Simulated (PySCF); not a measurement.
# C2H2BCl2N: NMR shifts at several levels of theory, part 1 of 2

Aim: compute the NMR shifts of C2H2BCl2N (`N#CCB(Cl)Cl`) at several levels, and see how far they spread and what each costs.

The runs use PySCF 2.14.0, with density-fitted response routines of our own; the level of theory stands in each step. All values are computed, except where a source is named. Atoms count from 0, in the outputs and in this text.

### Step 1. The molecule as given

8 atoms, charge 0, multiplicity 1; geometry from: PBE0-D3(BJ)/def2-SVP.

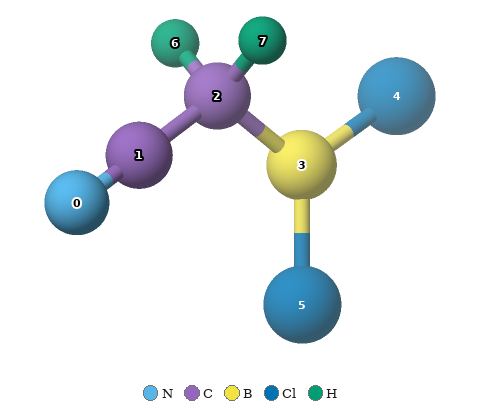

The starting geometry (nitrogen blue, carbon purple, boron yellow, chlorine blue, hydrogen teal), atoms numbered.

### Step 2. Nuclear shieldings: HF/pcSseg-2

The job: settings as JSON, then the geometry in Å.

```
{"job": {"kind": "nmr", "xc": "HF", "basis": "pcSseg-2", "pop": false}, "charge": 0, "multiplicity": 1}
N     -0.425302     2.242706     0.077036
C      0.107050     1.357143    -0.443097
C      0.776426     0.246167    -1.092968
B      2.162807    -0.197536    -0.479038
Cl     2.993330    -1.536220    -1.234059
Cl     2.870045     0.586741     0.898537
H      0.112863    -0.637347    -1.093536
H      0.937923     0.481476    -2.160054
```

Method: GIAO HF/pcSseg-2 NMR shielding, non-relativistic, gas phase.

Launch:

```
$ OMP_NUM_THREADS=1 python probes_run.py task.json out
```

One launch serves the whole session: the jobs run in the order shown.

What it wrote:

```text
final grid: 78856 points
cycle   1  E = -1075.0508402223  dE =  1.168e+00  |g| = 6.818e-01  |ddm| = 2.180e+00
cycle   2  E = -1075.1209800156  dE = -7.014e-02  |g| = 6.000e-01  |ddm| = 8.653e-01
cycle   3  E = -1075.1993033818  dE = -7.832e-02  |g| = 7.992e-02  |ddm| = 4.651e-01
cycle   4  E = -1075.2017456729  dE = -2.442e-03  |g| = 3.988e-02  |ddm| = 1.186e-01
cycle   5  E = -1075.2021860073  dE = -4.403e-04  |g| = 7.945e-03  |ddm| = 4.354e-02
cycle   6  E = -1075.2022219769  dE = -3.597e-05  |g| = 2.855e-03  |ddm| = 1.969e-02
cycle   7  E = -1075.2022257306  dE = -3.754e-06  |g| = 7.499e-04  |ddm| = 6.650e-03
cycle   8  E = -1075.2022259963  dE = -2.657e-07  |g| = 1.753e-04  |ddm| = 1.672e-03
cycle   9  E = -1075.2022260172  dE = -2.095e-08  |g| = 6.725e-05  |ddm| = 2.775e-04
cycle  10  E = -1075.2022260224  dE = -5.197e-09  |g| = 3.369e-05  |ddm| = 1.122e-04
cycle  11  E = -1075.2022260241  dE = -1.660e-09  |g| = 1.580e-05  |ddm| = 6.186e-05
cycle  12  E = -1075.2022260245  dE = -3.765e-10  |g| = 4.758e-06  |ddm| = 3.629e-05
converged SCF energy = -1075.2022260245

GIAO shielding tensors (ppm)
atom      isotropic    diamagn.    paramagn.     s11        s22        s33       span
  0 N      -47.534     332.905    -380.439   -221.370   -217.693    296.461    517.831
  1 C       64.556     267.840    -203.284    -55.912    -47.766    297.347    353.260
  2 C      177.298     241.016     -63.718    167.443    167.462    196.989     29.546
  3 B       52.553     191.234    -138.681     19.006     43.633     95.022     76.016
  4 Cl     769.674    1145.859    -376.184    499.352    883.702    925.969    426.617
  5 Cl     743.922    1147.240    -403.318    457.938    837.518    936.311    478.373
  6 H       29.406      30.718      -1.312     23.777     29.823     34.617     10.840
  7 H       29.407      26.161       3.245     23.778     29.805     34.637     10.859
```

Run time: 31 s. Hardware: 1 thread of Arm Neoverse N1, shared host; peak memory 0.97 GiB.

Shifts follow as δ = σ(reference) − σ, with reference shieldings (ppm) from runs at the same level and on the same kind of geometry: ¹H TMS 31.68, ¹³C TMS 191.5, ¹⁵N NH3 260.7, ¹¹B BF3·OEt2 114.5, ³⁵Cl HCl 945. The references are single molecules in the gas phase, so shifts against H2O, NH3, PH3, H3PO4 or CFCl3 are not on the usual liquid scales and can be off by tens of ppm. Atoms listed in one row are averaged.

```tsv
atoms	environment	σ (ppm)	δ (ppm)
C1	nitrile carbon	64.6	126.9
C2	sp3 CH2 bonded to B, α to a nitrile	177.3	14.2
H6, H7	hydrogen on an sp3 CH2 bonded to B, α to a nitrile	29.41	2.28
N0	nitrile nitrogen	-47.5	308.3
B3	boron bonded to C, 2 Cl	52.6	62.0
Cl4, Cl5	chlorine bonded to B	757	188
```

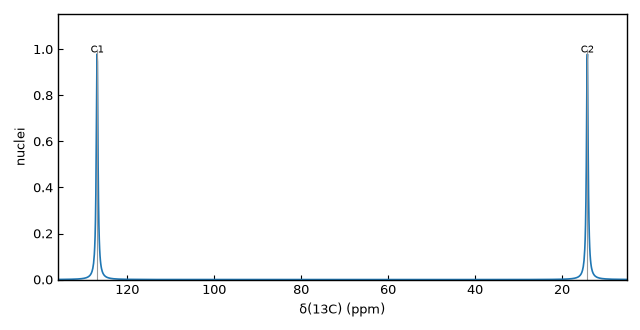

¹³C lines at the computed shifts, without couplings. Lines are broadened to a width of 0.45 ppm (Lorentzian).

### Step 3. NMR shieldings: LDA/pcSseg-2

The job, as its differences from that of step 2:

```diff
@@ -1,2 +1,2 @@
-{"job": {"kind": "nmr", "xc": "HF", "basis": "pcSseg-2", "pop": false}, "charge": 0, "multiplicity": 1}
+{"job": {"kind": "nmr", "xc": "LDA", "basis": "pcSseg-2", "pop": false}, "charge": 0, "multiplicity": 1}
 N     -0.425302     2.242706     0.077036
```

With the program's defaults for keys left out, this is: GIAO LDA/pcSseg-2 NMR shielding, non-relativistic, gas phase.

What it wrote:

```text
coarse grid: 8808 points
cycle   1  E = -1073.1577033192  dE =  5.902e-01  |g| = 5.087e-01  |ddm| = 2.543e+00
cycle   2  E = -1072.8868410077  dE =  2.709e-01  |g| = 1.176e+00  |ddm| = 1.844e+00
cycle   3  E = -1073.1902327651  dE = -3.034e-01  |g| = 3.617e-01  |ddm| = 1.392e+00
cycle   4  E = -1073.2192332222  dE = -2.900e-02  |g| = 5.673e-02  |ddm| = 2.274e-01
cycle   5  E = -1073.2198448308  dE = -6.116e-04  |g| = 1.839e-02  |ddm| = 4.906e-02
cycle   6  E = -1073.2199189617  dE = -7.413e-05  |g| = 4.493e-03  |ddm| = 1.948e-02
cycle   7  E = -1073.2199223288  dE = -3.367e-06  |g| = 2.186e-03  |ddm| = 5.756e-03
final grid: 78856 points
cycle   8  E = -1073.2158312533  dE = -4.367e-05  |g| = 5.874e-03  |ddm| = 3.464e-02
cycle   9  E = -1073.2158063721  dE =  2.488e-05  |g| = 1.188e-02  |ddm| = 1.416e-02
cycle  10  E = -1073.2158380788  dE = -3.171e-05  |g| = 2.807e-03  |ddm| = 9.456e-03
cycle  11  E = -1073.2158396343  dE = -1.555e-06  |g| = 7.924e-04  |ddm| = 1.877e-03
cycle  12  E = -1073.2158397680  dE = -1.337e-07  |g| = 2.303e-04  |ddm| = 7.904e-04
cycle  13  E = -1073.2158397815  dE = -1.352e-08  |g| = 3.382e-05  |ddm| = 2.064e-04
cycle  14  E = -1073.2158397818  dE = -2.879e-10  |g| = 1.009e-05  |ddm| = 4.950e-05
converged SCF energy = -1073.2158397818

GIAO shielding tensors (ppm)
atom      isotropic    diamagn.    paramagn.     s11        s22        s33       span
  0 N      -48.695     336.054    -384.749   -222.829   -218.454    295.197    518.026
  1 C       56.571     262.564    -205.993    -62.880    -55.118    287.712    350.592
  2 C      159.502     246.551     -87.049    145.833    147.906    184.766     38.933
  3 B       25.637     192.713    -167.076    -11.472     12.916     75.466     86.939
  4 Cl     595.733    1145.704    -549.971    277.486    661.742    847.970    570.483
  5 Cl     560.590    1147.032    -586.442    230.023    590.305    861.442    631.419
  6 H       28.117      30.260      -2.144     22.936     29.023     32.391      9.455
  7 H       28.121      27.203       0.917     22.943     29.009     32.409      9.466
```

It took 45 s on 1 thread of Arm Neoverse N1, shared host; peak memory 0.84 GiB.

Key values: δ C1 123.7, C2 20.8, N0 315.4, B3 65.3, H6 2.65 ppm (means over like atoms).

### Step 4. NMR shieldings: PBE/pcSseg-2

The job, as its differences from that of step 3:

```diff
@@ -1,2 +1,2 @@
-{"job": {"kind": "nmr", "xc": "LDA", "basis": "pcSseg-2", "pop": false}, "charge": 0, "multiplicity": 1}
+{"job": {"kind": "nmr", "xc": "PBE", "basis": "pcSseg-2", "pop": false}, "charge": 0, "multiplicity": 1}
 N     -0.425302     2.242706     0.077036
```

Method: GIAO PBE/pcSseg-2 NMR shielding, non-relativistic, gas phase.

What it wrote:

```text
coarse grid: 8808 points
cycle   1  E = -1076.9418187817  dE =  6.137e-01  |g| = 5.030e-01  |ddm| = 2.227e+00
cycle   2  E = -1076.6576545127  dE =  2.842e-01  |g| = 1.196e+00  |ddm| = 1.865e+00
cycle   3  E = -1076.9773451824  dE = -3.197e-01  |g| = 3.365e-01  |ddm| = 1.417e+00
cycle   4  E = -1077.0030450774  dE = -2.570e-02  |g| = 4.520e-02  |ddm| = 2.153e-01
cycle   5  E = -1077.0034146936  dE = -3.696e-04  |g| = 1.763e-02  |ddm| = 4.180e-02
cycle   6  E = -1077.0034842070  dE = -6.951e-05  |g| = 4.045e-03  |ddm| = 1.896e-02
cycle   7  E = -1077.0034864505  dE = -2.243e-06  |g| = 2.634e-03  |ddm| = 5.805e-03
final grid: 78856 points
cycle   8  E = -1077.0218190939  dE = -8.039e-05  |g| = 1.152e-02  |ddm| = 4.361e-02
cycle   9  E = -1077.0217489934  dE =  7.010e-05  |g| = 2.014e-02  |ddm| = 2.712e-02
cycle  10  E = -1077.0218434512  dE = -9.446e-05  |g| = 5.543e-03  |ddm| = 1.817e-02
cycle  11  E = -1077.0218479240  dE = -4.473e-06  |g| = 3.030e-03  |ddm| = 3.978e-03
cycle  12  E = -1077.0218498596  dE = -1.936e-06  |g| = 5.782e-04  |ddm| = 2.418e-03
cycle  13  E = -1077.0218499447  dE = -8.514e-08  |g| = 7.802e-05  |ddm| = 5.734e-04
cycle  14  E = -1077.0218499462  dE = -1.454e-09  |g| = 2.243e-05  |ddm| = 8.680e-05
cycle  15  E = -1077.0218499463  dE = -1.187e-10  |g| = 5.036e-06  |ddm| = 2.526e-05
converged SCF energy = -1077.0218499463

GIAO shielding tensors (ppm)
atom      isotropic    diamagn.    paramagn.     s11        s22        s33       span
  0 N      -40.045     336.790    -376.835   -210.957   -206.287    297.109    508.066
  1 C       60.536     261.938    -201.401    -57.080    -49.422    288.111    345.191
  2 C      159.308     246.494     -87.186    147.093    147.268    183.562     36.468
  3 B       29.760     193.076    -163.316     -4.949     17.146     77.084     82.033
  4 Cl     626.537    1145.837    -519.299    324.488    698.761    856.364    531.876
  5 Cl     594.715    1147.348    -552.633    281.901    632.723    869.520    587.619
  6 H       28.569      31.299      -2.729     23.466     29.529     32.713      9.246
  7 H       28.573      27.136       1.437     23.474     29.516     32.730      9.257
```

It took 57 s on 1 thread of Arm Neoverse N1, shared host; peak memory 0.91 GiB.

In short: δ C1 118.9, C2 20.1, N0 301.1, B3 62.9, H6 2.61 ppm (means over like atoms).

### Step 5. Shielding tensors: BLYP/pcSseg-2

The job, as its differences from that of step 4:

```diff
@@ -1,2 +1,2 @@
-{"job": {"kind": "nmr", "xc": "PBE", "basis": "pcSseg-2", "pop": false}, "charge": 0, "multiplicity": 1}
+{"job": {"kind": "nmr", "xc": "BLYP", "basis": "pcSseg-2", "pop": false}, "charge": 0, "multiplicity": 1}
 N     -0.425302     2.242706     0.077036
```

Level: GIAO BLYP/pcSseg-2 NMR shielding, non-relativistic, gas phase.

What it wrote:

```text
coarse grid: 8808 points
cycle   1  E = -1077.4560979946  dE =  6.106e-01  |g| = 5.442e-01  |ddm| = 2.159e+00
cycle   2  E = -1077.1145532970  dE =  3.415e-01  |g| = 1.303e+00  |ddm| = 2.061e+00
cycle   3  E = -1077.4976307960  dE = -3.831e-01  |g| = 3.623e-01  |ddm| = 1.591e+00
cycle   4  E = -1077.5275191735  dE = -2.989e-02  |g| = 4.647e-02  |ddm| = 2.287e-01
cycle   5  E = -1077.5278655729  dE = -3.464e-04  |g| = 2.161e-02  |ddm| = 4.583e-02
cycle   6  E = -1077.5279694666  dE = -1.039e-04  |g| = 6.341e-03  |ddm| = 2.436e-02
cycle   7  E = -1077.5279768331  dE = -7.367e-06  |g| = 3.765e-03  |ddm| = 8.464e-03
cycle   8  E = -1077.5279800048  dE = -3.172e-06  |g| = 4.674e-04  |ddm| = 2.926e-03
final grid: 78856 points
cycle   9  E = -1077.5451485945  dE = -6.751e-05  |g| = 6.388e-03  |ddm| = 4.039e-02
cycle  10  E = -1077.5451355664  dE =  1.303e-05  |g| = 9.739e-03  |ddm| = 1.419e-02
cycle  11  E = -1077.5451568313  dE = -2.126e-05  |g| = 2.698e-03  |ddm| = 8.766e-03
cycle  12  E = -1077.5451580687  dE = -1.237e-06  |g| = 1.181e-03  |ddm| = 1.863e-03
cycle  13  E = -1077.5451583356  dE = -2.669e-07  |g| = 3.976e-04  |ddm| = 1.064e-03
cycle  14  E = -1077.5451583763  dE = -4.073e-08  |g| = 5.614e-05  |ddm| = 4.025e-04
cycle  15  E = -1077.5451583770  dE = -7.431e-10  |g| = 1.954e-05  |ddm| = 7.400e-05
converged SCF energy = -1077.5451583770

GIAO shielding tensors (ppm)
atom      isotropic    diamagn.    paramagn.     s11        s22        s33       span
  0 N      -41.693     335.012    -376.705   -213.376   -208.432    296.730    510.106
  1 C       57.406     261.228    -203.822    -62.030    -53.921    288.168    350.197
  2 C      155.604     244.509     -88.905    142.876    143.958    179.977     37.101
  3 B       26.012     191.934    -165.922     -8.300     12.864     73.470     81.770
  4 Cl     623.830    1146.305    -522.475    320.920    705.751    844.819    523.899
  5 Cl     591.923    1147.644    -555.721    280.053    637.162    858.555    578.502
  6 H       28.801      31.286      -2.486     23.772     29.852     32.779      9.007
  7 H       28.804      27.854       0.950     23.778     29.839     32.795      9.017
```

Wall time 56 s (1 thread of Arm Neoverse N1, shared host); peak memory 0.82 GiB.

Key values: δ C1 117.6, C2 19.4, N0 299.2, B3 65.1, H6 2.57 ppm (means over like atoms).

### Step 6. Shielding tensors: BP86/pcSseg-2

The job, as its differences from that of step 5:

```diff
@@ -1,2 +1,2 @@
-{"job": {"kind": "nmr", "xc": "BLYP", "basis": "pcSseg-2", "pop": false}, "charge": 0, "multiplicity": 1}
+{"job": {"kind": "nmr", "xc": "BP86", "basis": "pcSseg-2", "pop": false}, "charge": 0, "multiplicity": 1}
 N     -0.425302     2.242706     0.077036
```

With the program's defaults for keys left out, this is: GIAO BP86/pcSseg-2 NMR shielding, non-relativistic, gas phase.

What it wrote:

```text
coarse grid: 8808 points
cycle   1  E = -1077.6029873908  dE =  6.172e-01  |g| = 5.119e-01  |ddm| = 2.198e+00
cycle   2  E = -1077.3009096680  dE =  3.021e-01  |g| = 1.229e+00  |ddm| = 1.710e+00
cycle   3  E = -1077.6415332560  dE = -3.406e-01  |g| = 3.327e-01  |ddm| = 1.301e+00
cycle   4  E = -1077.6667598586  dE = -2.523e-02  |g| = 4.395e-02  |ddm| = 2.113e-01
cycle   5  E = -1077.6670848005  dE = -3.249e-04  |g| = 1.904e-02  |ddm| = 4.225e-02
cycle   6  E = -1077.6671662818  dE = -8.148e-05  |g| = 5.124e-03  |ddm| = 2.084e-02
cycle   7  E = -1077.6671708127  dE = -4.531e-06  |g| = 3.208e-03  |ddm| = 7.212e-03
cycle   8  E = -1077.6671731547  dE = -2.342e-06  |g| = 4.032e-04  |ddm| = 2.611e-03
final grid: 78856 points
cycle   9  E = -1077.6806098014  dE = -7.436e-05  |g| = 7.340e-03  |ddm| = 4.295e-02
cycle  10  E = -1077.6806069096  dE =  2.892e-06  |g| = 6.367e-03  |ddm| = 8.457e-03
cycle  11  E = -1077.6806122664  dE = -5.357e-06  |g| = 3.422e-03  |ddm| = 6.118e-03
cycle  12  E = -1077.6806140842  dE = -1.818e-06  |g| = 1.722e-03  |ddm| = 2.548e-03
cycle  13  E = -1077.6806147257  dE = -6.415e-07  |g| = 1.965e-04  |ddm| = 9.915e-04
cycle  14  E = -1077.6806147153  dE =  1.034e-08  |g| = 5.827e-05  |ddm| = 2.250e-04
cycle  15  E = -1077.6806147162  dE = -8.292e-10  |g| = 2.205e-05  |ddm| = 6.639e-05
converged SCF energy = -1077.6806147162

GIAO shielding tensors (ppm)
atom      isotropic    diamagn.    paramagn.     s11        s22        s33       span
  0 N      -39.295     334.014    -373.309   -209.956   -205.369    297.441    507.396
  1 C       60.900     262.760    -201.860    -56.562    -48.914    288.176    344.739
  2 C      159.118     245.959     -86.841    146.959    147.140    183.255     36.296
  3 B       30.708     193.180    -162.472     -3.290     18.422     76.993     80.283
  4 Cl     628.377    1145.970    -517.592    327.281    701.478    856.373    529.093
  5 Cl     596.091    1147.413    -551.322    284.100    636.168    868.005    583.905
  6 H       28.634      31.170      -2.535     23.545     29.594     32.764      9.219
  7 H       28.638      27.188       1.450     23.551     29.580     32.781      9.230
```

It took 57 s on 1 thread of Arm Neoverse N1, shared host; peak memory 0.92 GiB.

This run: δ C1 118.3, C2 20.1, N0 298.5, B3 62.6, H6 2.60 ppm (means over like atoms).

### Step 7. Nuclear shieldings: OPBE/pcSseg-2

The job, as its differences from that of step 6:

```diff
@@ -1,2 +1,2 @@
-{"job": {"kind": "nmr", "xc": "BP86", "basis": "pcSseg-2", "pop": false}, "charge": 0, "multiplicity": 1}
+{"job": {"kind": "nmr", "xc": "OPBE", "basis": "pcSseg-2", "pop": false}, "charge": 0, "multiplicity": 1}
 N     -0.425302     2.242706     0.077036
```

With the program's defaults for keys left out, this is: GIAO OPBE/pcSseg-2 NMR shielding, non-relativistic, gas phase.

What it wrote:

```text
coarse grid: 8808 points
cycle   1  E = -1077.4115085219  dE =  6.196e-01  |g| = 4.885e-01  |ddm| = 2.337e+00
cycle   2  E = -1077.1428822212  dE =  2.686e-01  |g| = 1.164e+00  |ddm| = 2.009e+00
cycle   3  E = -1077.4484992477  dE = -3.056e-01  |g| = 3.095e-01  |ddm| = 1.537e+00
cycle   4  E = -1077.4706333301  dE = -2.213e-02  |g| = 3.516e-02  |ddm| = 2.071e-01
cycle   5  E = -1077.4708218661  dE = -1.885e-04  |g| = 1.822e-02  |ddm| = 3.649e-02
cycle   6  E = -1077.4708996209  dE = -7.775e-05  |g| = 4.684e-03  |ddm| = 2.048e-02
cycle   7  E = -1077.4709038456  dE = -4.225e-06  |g| = 2.482e-03  |ddm| = 6.058e-03
final grid: 78856 points
cycle   8  E = -1077.4691816654  dE = -3.480e-04  |g| = 2.449e-02  |ddm| = 9.856e-02
cycle   9  E = -1077.4691729386  dE =  8.727e-06  |g| = 1.955e-02  |ddm| = 3.333e-02
cycle  10  E = -1077.4692231513  dE = -5.021e-05  |g| = 9.955e-03  |ddm| = 2.199e-02
cycle  11  E = -1077.4692439475  dE = -2.080e-05  |g| = 3.588e-03  |ddm| = 9.099e-03
cycle  12  E = -1077.4692466238  dE = -2.676e-06  |g| = 8.823e-04  |ddm| = 2.435e-03
cycle  13  E = -1077.4692468158  dE = -1.920e-07  |g| = 9.469e-05  |ddm| = 7.842e-04
cycle  14  E = -1077.4692468179  dE = -2.070e-09  |g| = 3.913e-05  |ddm| = 1.254e-04
cycle  15  E = -1077.4692468182  dE = -3.515e-10  |g| = 1.049e-05  |ddm| = 4.596e-05
converged SCF energy = -1077.4692468182

GIAO shielding tensors (ppm)
atom      isotropic    diamagn.    paramagn.     s11        s22        s33       span
  0 N      -28.330     342.956    -371.286   -194.600   -190.432    300.042    494.642
  1 C       68.231     263.158    -194.926    -45.166    -38.287    288.147    333.312
  2 C      164.525     249.069     -84.544    152.842    153.180    187.553     34.710
  3 B       39.940     194.416    -154.476      8.041     29.066     82.714     74.673
  4 Cl     658.198    1146.057    -487.858    370.266    726.262    878.067    507.801
  5 Cl     629.928    1147.986    -518.058    330.883    669.005    889.897    559.014
  6 H       28.555      32.049      -3.494     23.401     29.385     32.880      9.479
  7 H       28.559      25.867       2.692     23.407     29.371     32.899      9.492
```

It took 57 s on 1 thread of Arm Neoverse N1, shared host; peak memory 0.9 GiB.

In short: δ C1 116.2, C2 19.9, N0 291.2, B3 57.8, H6 2.64 ppm (means over like atoms).

### Step 8. NMR shieldings: KT2/pcSseg-2

The job, as its differences from that of step 7:

```diff
@@ -1,2 +1,2 @@
-{"job": {"kind": "nmr", "xc": "OPBE", "basis": "pcSseg-2", "pop": false}, "charge": 0, "multiplicity": 1}
+{"job": {"kind": "nmr", "xc": "KT2", "basis": "pcSseg-2", "pop": false}, "charge": 0, "multiplicity": 1}
 N     -0.425302     2.242706     0.077036
```

Method: GIAO KT2/pcSseg-2 NMR shielding, non-relativistic, gas phase.

What it wrote:

```text
coarse grid: 8808 points
cycle   1  E = -1087.0948068205  dE =  6.577e-01  |g| = 5.502e-01  |ddm| = 2.337e+00
cycle   2  E = -1086.7663031367  dE =  3.285e-01  |g| = 1.267e+00  |ddm| = 1.721e+00
cycle   3  E = -1087.1383818863  dE = -3.721e-01  |g| = 3.448e-01  |ddm| = 1.330e+00
cycle   4  E = -1087.1660550716  dE = -2.767e-02  |g| = 2.949e-02  |ddm| = 2.199e-01
cycle   5  E = -1087.1661142504  dE = -5.918e-05  |g| = 2.453e-02  |ddm| = 4.454e-02
cycle   6  E = -1087.1662663199  dE = -1.521e-04  |g| = 5.692e-03  |ddm| = 2.707e-02
cycle   7  E = -1087.1662739954  dE = -7.675e-06  |g| = 1.249e-03  |ddm| = 5.895e-03
final grid: 78856 points
cycle   8  E = -1087.1795158566  dE = -3.871e-04  |g| = 2.542e-02  |ddm| = 2.128e-01
cycle   9  E = -1087.1794146358  dE =  1.012e-04  |g| = 2.758e-02  |ddm| = 3.866e-02
cycle  10  E = -1087.1795437235  dE = -1.291e-04  |g| = 1.194e-02  |ddm| = 3.386e-02
cycle  11  E = -1087.1795755659  dE = -3.184e-05  |g| = 5.013e-03  |ddm| = 1.154e-02
cycle  12  E = -1087.1795810832  dE = -5.517e-06  |g| = 1.138e-03  |ddm| = 3.599e-03
cycle  13  E = -1087.1795813895  dE = -3.063e-07  |g| = 9.293e-05  |ddm| = 9.197e-04
cycle  14  E = -1087.1795813913  dE = -1.869e-09  |g| = 4.493e-05  |ddm| = 1.597e-04
cycle  15  E = -1087.1795813918  dE = -4.934e-10  |g| = 9.814e-06  |ddm| = 5.487e-05
converged SCF energy = -1087.1795813918

GIAO shielding tensors (ppm)
atom      isotropic    diamagn.    paramagn.     s11        s22        s33       span
  0 N      -22.764     329.780    -352.544   -184.872   -181.866    298.446    483.318
  1 C       71.978     263.319    -191.341    -40.111    -32.821    288.866    328.977
  2 C      162.558     246.385     -83.827    149.162    151.636    186.876     37.713
  3 B       39.823     194.381    -154.558      8.900     29.180     81.390     72.490
  4 Cl     657.176    1147.432    -490.256    373.517    737.409    860.603    487.086
  5 Cl     625.502    1149.117    -523.614    329.932    673.522    873.052    543.120
  6 H       28.522      31.874      -3.351     23.350     29.442     32.775      9.424
  7 H       28.526      26.893       1.633     23.357     29.428     32.792      9.435
```

Run time: 58 s. Hardware: 1 thread of Arm Neoverse N1, shared host; peak memory 0.9 GiB.

This run: δ C1 110.3, C2 19.7, N0 282.9, B3 58.5, H6 2.65 ppm (means over like atoms).

(Continued in part 2 of 2.)
